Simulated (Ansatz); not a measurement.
# Run report: C$_{4}$H$_{2}$AlF, single-point calculation

- system: C$_{4}$H$_{2}$AlF
- method: RKS PBE0-D4/def2-TZVPP (Ansatz 0.2.0)

The geometry comes from this level: PBE0-D4/def2-TZVP.

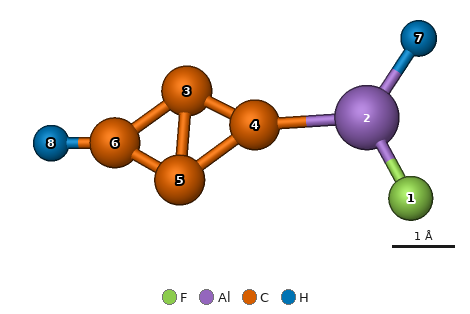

Figure 1. The structure (ball-and-stick view, seen at a tilt; atoms are numbered from 1 in the order of the input). Sticks mark near contacts. Bond lengths as drawn: Al–C 1.88 Å, Al–F 1.65 Å, Al–H 1.57 Å, C–C 1.32 to 1.55 Å and C–H 1.07 Å.

### The input
```yaml
crystal:
  periodic: [false, false, false]
  atoms:
    - {symbol: F, position_ang: [-1.616113, -2.168190, -1.494580]}
    - {symbol: Al, position_ang: [-0.161014, -1.828940, -0.800855]}
    - {symbol: C, position_ang: [0.829536, 0.755293, 0.611332]}
    - {symbol: C, position_ang: [0.066831, -0.126898, -0.034481]}
    - {symbol: C, position_ang: [-0.601665, 1.209656, 0.243725]}
    - {symbol: C, position_ang: [0.206065, 2.032736, 0.882462]}
    - {symbol: H, position_ang: [0.972808, -2.912708, -0.798746]}
    - {symbol: H, position_ang: [0.395752, 2.981952, 1.335342]}
basis:
  gaussian: {orbitals: def2-TZVPP}
hamiltonian: {xc: pbe0, dispersion: d4}
output: {orbitals: {seedname: orbitals}}
```

Run on 2 threads of Arm Neoverse V1, 23 GiB of memory available, shared host.

Command:
```bash
ansatz run in.yaml --threads 2 --pin off --events-out ev --progress --plain --max-ram 4352MiB
```

### Log
```
Functional definition: PBE0
  name "PBE0"
  cite "Adamo & Barone, J. Chem. Phys. 110, 6158 (1999) doi:10.1063/1.478522"
  cite "Perdew, Burke & Ernzerhof, Phys. Rev. Lett. 77, 3865 (1996) doi:10.1103/PhysRevLett.77.3865"
  parent pbe
  parameter a = 0.25
  parameter kappa = 0.804
  parameter beta = 0.06672455060314922
  exchange = (1 - a)*pbe_x(kappa = kappa, mu = beta*pi^2/3) + a*exact_x
  correlation = pbe_c(beta = beta)
1294 factors; their error is unknown
mean field evaluation 1: about -13475.3139 eV, gradient 5.9e1 eV
mean field evaluation 2: about -13469.5407 eV, gradient 8.1e1 eV
mean field evaluation 4: about -13482.4953 eV, gradient 4.9e0 eV
mean field evaluation 8: about -13482.5440 eV, gradient 1.7e-1 eV
mean field evaluation 16: about -13482.5830 eV, gradient 1.6e-4 eV
mean field -13482.58299994 eV, -495.4757864248 hartree, gradient 4.4e-5 eV, S^2 0.000000; 0 other end points of the search recorded, 0 dependent functions left out
reference -13482.58303269 eV, -495.4757876282 hartree; 24, 24 occupied and 201, 201 virtual orbitals, 1294 factors
Total energy: -13482.73387815 eV, -495.4813310969 hartree
```

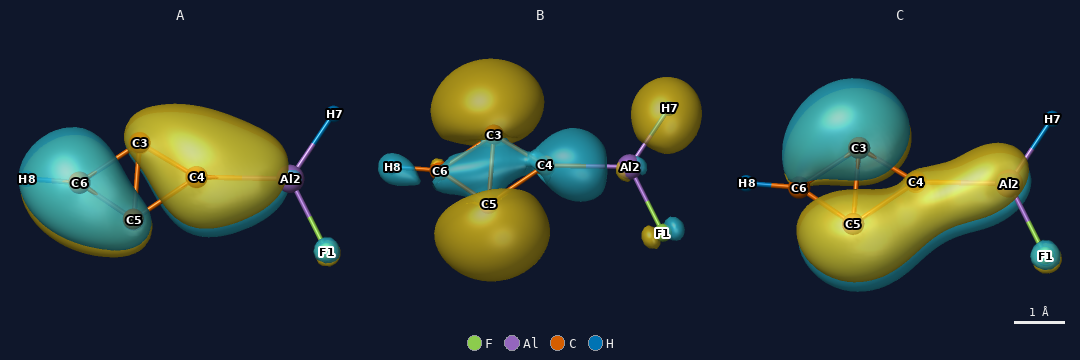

Figure 2. Three frontier orbitals at ±0.08 Å⁻³ᐟ² (yellow and cyan are the two phases). B is the HOMO−1 (−8.59 eV). Its weight (Hirshfeld) is mainly on C5 (40 %), C3 (35 %) and C4 (10 %); it is symmetric in the molecular plane (σ or in-plane lone-pair type). A is the HOMO (−6.57 eV). C is the LUMO (−1.92 eV). The HOMO–LUMO gap is 4.65 eV between the orbital energies.

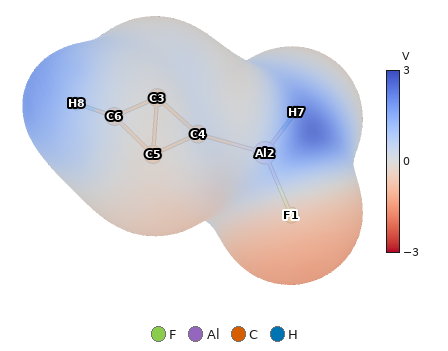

Figure 3. The molecular electrostatic potential painted on the density surface at 0.001 e/bohr³, seen at a tilt; red is negative and blue positive.

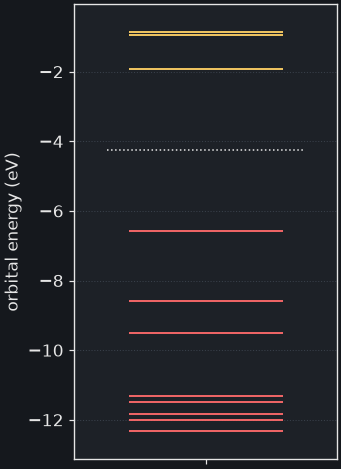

Figure 4. Orbital energies near the frontier; the dotted line parts filled from empty levels, and levels within 0.02 eV of each other stand side by side. Highest filled −6.57 eV, lowest empty −1.92 eV, 4.65 eV apart.

### Key numbers

| quantity | value |
| --- | --- |
| outcome | converged |
| total energy | −13482.7339 eV |
| mean-field energy | −13482.5830 eV |
| dispersion energy | −0.1508 eV |
| SCF solution under orbital rotations | stable |
| HOMO | −6.57 eV |
| LUMO | −1.92 eV |
| wall time | 4.3 s (CPU time 8.2 s) |
| peak memory | 0.48 GiB |
